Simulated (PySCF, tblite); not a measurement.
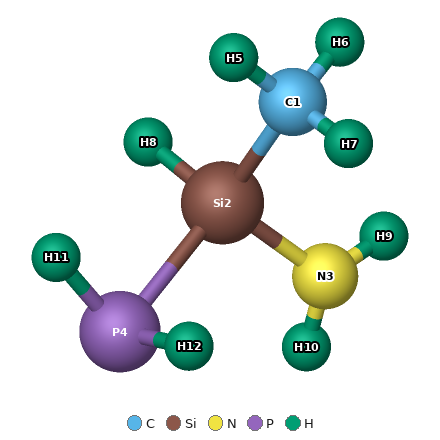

CH₈NPSi, SMILES C[Si@@H](N)P. Vertical core-electron binding energies by ΔSCF (SCAN, pcX-2 on the ionised atom, pcseg-1 elsewhere, spin-free X2C; PySCF, at a GFN2-xTB geometry (a minimum by its frequencies)), gas phase, against the vacuum level. One atom of each kind was ionised; within a panel, areas follow the number of like atoms and 2j + 1 (2p levels are split by first-order spin-orbit coupling, an approximation), Gaussians of 0.6 eV full width. Only the regions named are shown.

**Predict the P 2p photoelectron lines.**

```
  level  atoms  binding energy (eV)
P 2p1/2     P4                136.8
P 2p3/2     P4                135.9
```

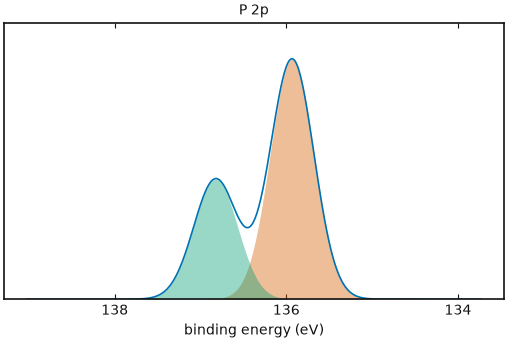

Note: the tight-binding geometry is rougher than a DFT one and adds to the error.
